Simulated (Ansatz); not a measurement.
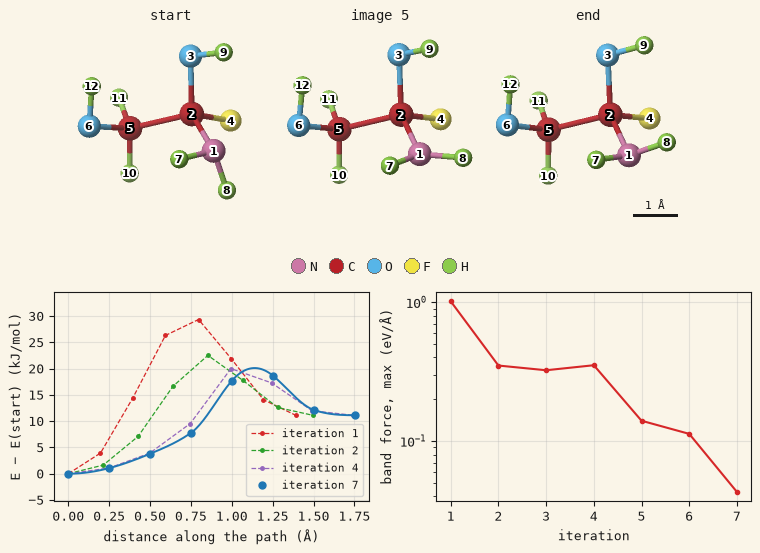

A nudged-elastic-band calculation for C₂H₆FNO₂. Images are numbered from 0 (start) to 7 (end). The plot follows the band through its iterations. The picture is a ball-and-stick view, seen at a tilt.

Computed with RKS BLYP-D4/def2-SVP in Ansatz.

Input
```yaml
crystal:
  periodic: [false, false, false]
  atoms:
    - { symbol: "N", position_ang: [-1.39837, 0.139984, 0.537115] }
    - { symbol: C, position_ang: [0.023506, -0.134706, 0.596773] }
    - { symbol: O, position_ang: [0.69862, 1.011631, 1.016538] }
    - { symbol: F, position_ang: [0.194232, -1.178115, 1.524716] }
    - { symbol: C, position_ang: [0.682429, -0.576189, -0.724752] }
    - { symbol: O, position_ang: [0.462626, 0.408345, -1.730132] }
    - { symbol: H, position_ang: [-1.587591, 0.618224, -0.356573] }
    - { symbol: H, position_ang: [-1.921815, -0.74509, 0.524802] }
    - { symbol: H, position_ang: [0.082889, 1.462965, 1.633357] }
    - { symbol: H, position_ang: [0.210921, -1.517503, -1.068207] }
    - { symbol: H, position_ang: [1.763112, -0.774787, -0.538063] }
    - { symbol: H, position_ang: [0.866342, 1.23014, -1.381574] }
basis:
  gaussian: { orbitals: def2-SVP }
hamiltonian:
  xc: blyp
  dispersion: d4
neb:
  order_check: false
  images: 6
  f_tol: 0.05
  max_iterations: 60
  initial_path: idpp
  climbing: false
  final_atoms:
    - { symbol: "N", position_ang: [-1.42847194, -0.22877712, 0.2970653] }
    - { symbol: C, position_ang: [-0.01492737, -0.2415975, 0.52637428] }
    - { symbol: O, position_ang: [0.55580037, 0.97306441, 0.99175718] }
    - { symbol: F, position_ang: [0.25707604, -1.23126479, 1.48252313] }
    - { symbol: C, position_ang: [0.7425554, -0.57455054, -0.77136643] }
    - { symbol: O, position_ang: [0.51850033, 0.42900575, -1.75543976] }
    - { symbol: H, position_ang: [-1.6231382, 0.33373206, -0.54107239] }
    - { symbol: H, position_ang: [-1.95116581, 0.15382709, 1.0950409] }
    - { symbol: H, position_ang: [0.01632729, 1.29732591, 1.74032903] }
    - { symbol: H, position_ang: [0.35945201, -1.53160556, -1.17159793] }
    - { symbol: H, position_ang: [1.81780143, -0.69953271, -0.51029043] }
    - { symbol: H, position_ang: [0.82709146, 1.265272, -1.34932287] }
```

Command:
```bash
ansatz run input.yaml --threads 2 --pin off --max-ram 3072MiB --backend cpu --events-out ev --progress --plain --runs-dir out
```

Judge this run.

The run is converged, with reservations. The band converged in 7 iterations. The largest component of the band force went from 1 to 0.043 eV/Å. No image climbed, so the highest image needn't lie on the saddle point, and the true maximum along this path can be higher. The first iteration put the highest image at 29.4 kJ/mol. Forward barrier 18.7 kJ/mol, backward barrier 7.5 kJ/mol, with image 5 at the top; the reaction energy is +11.1 kJ/mol.

Cost: 110 s on 2 threads of Arm Neoverse V1 (shared host), peak memory 0.15 GiB.
